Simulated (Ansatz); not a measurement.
# CsNaCaH4 (built on the sites of a database entry of Cs2CaH4): following an unstable mode, part 2 of 2

Which phase does CsNaCaH4 (built on the sites of a database entry of Cs2CaH4) fall into along its unstable mode, and how much energy does it gain?

Ansatz 0.2.0; DFT PBE+D3(BJ), scalar-relativistic, plane waves, PAW.

So far. Step 3 (The mode frozen in, largest atomic shift 0.6 Å): The run ends at a pressure of -0.13 GPa, with forces up to 0.26 eV/Å. Step 4 (Energy along the mode, all amplitudes (two of the runs …): The lowest of the steps tried is the last one, at 0.6 Å, 3.48 meV/atom below the parent; the bottom of the well need not coincide with a step.

**5. Relaxing from the distorted cell (continued)**

The steps of the relaxation:

| step | energy less that of the first step (eV) | largest force component (eV/Å) | pressure (GPa) | volume (Å³) |
| --- | --- | --- | --- | --- |
| 1 | 0.0000 | 0.1527 | -0.13 | 135.62 |
| 2 | 0.0234 | 0.3633 | 0.33 | 135.36 |
| 3 | -0.0304 | 0.0656 | 0.01 | 135.77 |
| 4 | -0.0414 | 0.0550 | -0.05 | 136.55 |
| 5 | -0.0666 | 0.0606 | -0.03 | 137.75 |
| 6 | -0.0687 | 0.1329 | 0.00 | 139.54 |
| 7 | -0.0859 | 0.0427 | -0.01 | 137.91 |
| 8 | -0.0870 | 0.0706 | 0.07 | 137.34 |
| 9 | -0.0887 | 0.0233 | 0.04 | 137.83 |
| 10 | -0.0887 | 0.0196 | 0.00 | 138.07 |
| 11 | -0.0888 | 0.0126 | 0.00 | 138.02 |
| 12 | -0.0888 | 0.0030 | 0.00 | 138.04 |
| 13 | -0.0888 | 0.0004 | 0.00 | 138.06 |
| 14* | -0.0911 | 0.0004 | 0.01 | 138.06 |
| 15 | -0.0911 | 0.0007 | 0.01 | 138.10 |
| 16 | -0.0911 | 0.0010 | 0.00 | 138.18 |
| 17* | -0.0911 | 0.0010 | 0.00 | 138.18 |

Relaxation steps marked * repeat the geometry before them on a plane-wave basis chosen anew for their cell, so energy and pressure can jump there. Relaxation step 2 was tried and not accepted.

The run keeps the 2 symmetry operations that it works with, so distortions that break them were not tested.

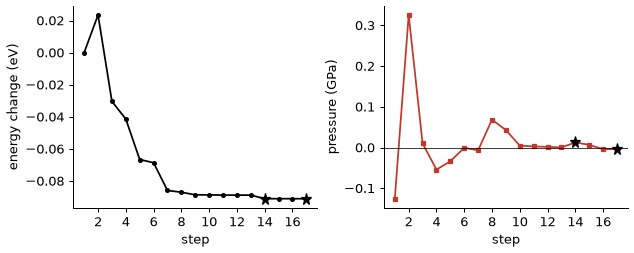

Energy and pressure along the relaxation. Stars mark steps on a basis chosen anew.

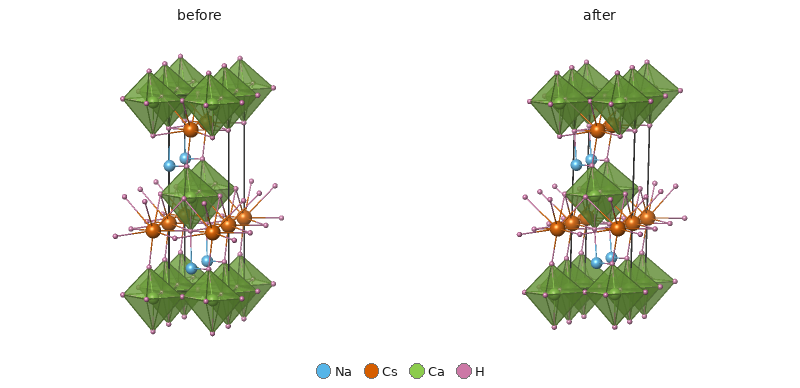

The structure before and after the relaxation, drawn at the same scale.

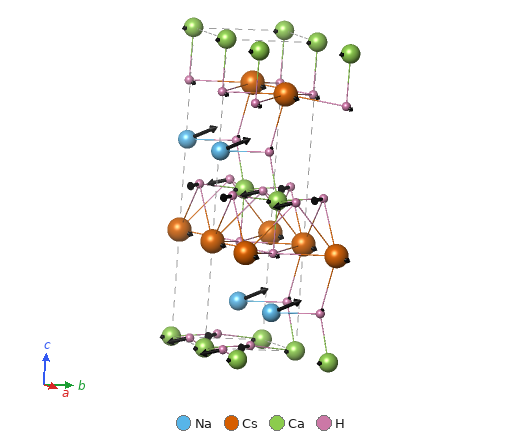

Displacements in the relaxation, exaggerated, measured against the changing cell; the longest in the cell stands for 0.41 Å. 2×1×1 conventional cells are drawn. Some periodic images of atoms are drawn too.

| cell as run | before | after | change |
| --- | --- | --- | --- |
| a (Å) | 7.694 | 7.572 | -1.6 % |
| b (Å) | 7.694 | 7.572 | -1.6 % |
| c (Å) | 7.694 | 7.317 | -4.9 % |
| α (°) | 146.86 | 144.97 | -1.3 % |
| β (°) | 146.86 | 144.97 | -1.3 % |
| γ (°) | 47.57 | 48.40 | +1.7 % |
| volume (Å³/atom) | 19.37 | 19.74 | +1.9 % |

The atoms that moved most (Å, as changes of fractional coordinates times the final cell):

| atom | dx | dy | dz | length |
| --- | --- | --- | --- | --- |
| Na1 | 0.260 | 0.260 | 0.183 | 0.411 |
| H6 | -0.058 | -0.274 | -0.075 | 0.290 |
| H7 | -0.274 | -0.058 | -0.075 | 0.290 |
| Cs2 | 0.063 | 0.063 | -0.024 | 0.092 |
| H4 | 0.045 | 0.045 | -0.031 | 0.071 |
| Ca3 | -0.049 | -0.049 | -0.014 | 0.070 |
| H5 | 0.013 | 0.013 | 0.036 | 0.040 |

This step gave:

```yaml
pressure: -0.004093 GPa
gap_on_the_k_mesh: 2.842 eV
volume_per_atom: 19.74 Å³
```

The distorted start has space group Cm; the relaxation ends in Cm.

**6. The new phase in its own primitive cell**

The relaxed structure is symmetrised, reduced to its primitive cell and relaxed tightly, as its phonons need.

The input, input.yaml:

```yaml
crystal:
  lattice:
    - [3.2405456946, -3.1038669347, 0.0]
    - [3.2405456946, 3.1038669347, 0.0]
    - [-2.5228715741, 0.0, 6.8687711013]
  atoms:
    - { symbol: Na, position: [0.2817624869, 0.2817624869, 0.6974542307] }
    - { symbol: Cs, position: [0.6420334044, 0.6420334044, 0.3117709356] }
    - { symbol: Ca, position: [0.01428443, 0.01428443, 0.9994015064] }
    - { symbol: H, position: [0.1699456432, 0.1699456432, 0.343706697] }
    - { symbol: H, position: [0.9368077683, 0.9368077683, 0.6855375158] }
    - { symbol: H, position: [0.0365180868, 0.5091988933, 0.9810645572] }
    - { symbol: H, position: [0.5091988933, 0.0365180868, 0.9810645572] }
kpoints:
  mp_grid: { grid: [6, 6, 4] }
hamiltonian:
  xc: pbe
  dispersion: d3bj
scf:
  occupations: { method: fixed }
output:
  forces: true
  stress: true
  eigenvalues: true
relax:
  adjacent_minimum: "off"
  f_tol: 0.001
  max_steps: 60
  cell: { stress_tol: 0.01 }
```

Run with:

```sh
$ ansatz run input.yaml --threads 8 --pin off --max-ram 14336MiB --backend cpu --events-out ev --progress --plain --runs-dir out
```

Numbers of over 12 decimals in the logs are rounded to 6 here.

What it wrote:

```text
[...]
Crystal: 7 atoms, lattice volume = 138.175 Å³
Basis set: ecut = 420 eV, 2701 PW (Γ), exchange–correlation on 60×60×100 points (8 copies of the dense FFT grid, shifted against one another)
Bands: 23, of which v1, the nominal top of the filled ones, is band 16 counted from 1 (15 counted from 0)
Symmetry: 2 space group operations
[...]
- [-2.523439, 0.0, 6.867809]
  atoms:
    - { symbol: Na, position: [0.281750, 0.281750, 0.697449] }
    - { symbol: Cs, position: [0.641851, 0.641851, 0.311809] }
    - { symbol: Ca, position: [0.014291, 0.014291, 0.999396] }
    - { symbol: H, position: [0.169990, 0.169990, 0.343678] }
    - { symbol: H, position: [0.936885, 0.936885, 0.685462] }
    - { symbol: H, position: [0.036517, 0.509266, 0.981103] }
    - { symbol: H, position: [0.509266, 0.036517, 0.981103] }
[key lines of the parts left out:]
SCF converged after 5 iterations
Free energy (F): -9040.121817 eV
Fermi energy:    2.204424 eV
P = ⅓ Tr σ = -0.0001 GPa (-0.001 kbar)
```

Elapsed: 5.7 s, on 8 threads of Arm Neoverse V2, shared host; peak memory 0.58 GiB.

Little changed from the start: no atom moved by 0.005 Å and no cell edge by 0.1 %.

Numbers from this step:

```
pressure           : -8.24e-5 GPa
gap on the k-mesh  : 2.846 eV
direct gap on mesh : 3.002 eV
```

The largest force component left is 0.76 meV/Å and the pressure is 0.000 GPa, within the tolerances set. The cell now holds 19.74 Å³/atom.

**7. Results**

| Item | Value |
| --- | --- |
| unstable mode of the parent | q = (0, 0, 0), 219i cm⁻¹ |
| depth at the lowest point sampled | 3.48 meV/atom |
| largest atomic shift at that point | 0.6 Å |
| space group reached (within 0.01 Å) | Cm |
| energy gained over the parent (first relaxation, on the mesh of the frozen mode) | 16.5 meV/atom |
| volume per atom, phase reached | 19.7 Å³ |
| gap on the k-mesh, phase reached | 2.85 eV |

In words: Along this mode the structure falls into Cm, 16.5 meV/atom below the parent. At the parent's cell the well is 3.483 meV/atom deep on the steps tried, with its lowest point at a shift of 0.6 Å. That is the last step tried, so the steps alone don't bracket the bottom of the well. Relaxing atoms and cell changes the gain by +13.01 meV/atom against the lowest step (energies at zero smearing). Most of the total comes from this relaxation. The modes of the phase reached were not computed on this path. Of the 2 patterns followed to their end from this parent, this one ends 18.8 meV/atom above the lowest, Cm. Each path keeps the symmetry of its pattern, so a lower phase may lie along a pattern not tried. Spin-orbit coupling is left out, which can matter for the heavy elements here. The starting cell was built on a prototype and not taken from a measurement, so the phase need not exist.

[Logs are printed without paths, hosts, clocks, repeated set-up lines and the standing remarks that a program may print on its own settings, such as how far it seeks lower states.]

[Hosts, paths, dates, database ids (printed as entryN), source tags and the programs' standing remarks are cut or masked in the printed files.]
